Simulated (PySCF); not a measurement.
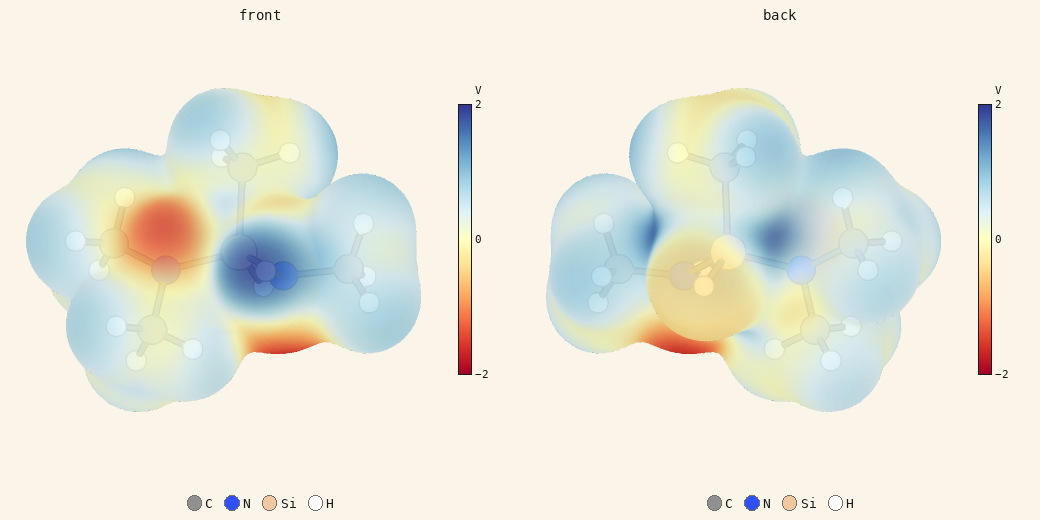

The picture shows: C4H14N2Si. The electrostatic potential painted on the density surface at 0.004 e/bohr³, seen from the front and from behind; the colour scale runs from red (negative) to blue (positive).

Geometry: GFN2-xTB.

All numbers below come from PBE0/pcSseg-1, SCF density, gas phase, non-relativistic in PySCF.

```tsv
atom	x (Å)	y (Å)	z (Å)
C	2.3246	-1.5016	-0.8950
N	1.0317	-1.2503	-0.3102
Si	0.3056	0.3137	-0.3173
C	1.2745	1.6777	0.5884
N	-1.1952	0.0758	0.4946
C	-1.9447	1.1866	1.0201
C	-2.0577	-1.0177	0.1220
H	2.4277	-0.8896	-1.7877
H	2.4105	-2.5518	-1.1826
H	3.1537	-1.2597	-0.2190
H	0.8727	-1.8296	0.5007
H	0.2233	0.6735	-1.7489
H	1.2680	1.5361	1.6655
H	0.8834	2.6683	0.3803
H	2.3108	1.6686	0.2644
H	-2.6323	1.6058	0.2740
H	-1.2678	1.9701	1.3440
H	-2.5402	0.8585	1.8775
H	-2.5895	-1.3887	1.0038
H	-1.4629	-1.8204	-0.3011
H	-2.8049	-0.7083	-0.6194
```

Which sites attract a positive test charge, and which a negative one?

A positive charge is drawn to the negative regions and a negative charge to the positive ones. The most negative region (about −1.5 V) lies over N2, the most positive (about +1.7 V) over H11. N2 is the likeliest acceptor of a hydrogen bond.

How polar is the molecule by this calculation?

Its dipole moment is 0.78 D.
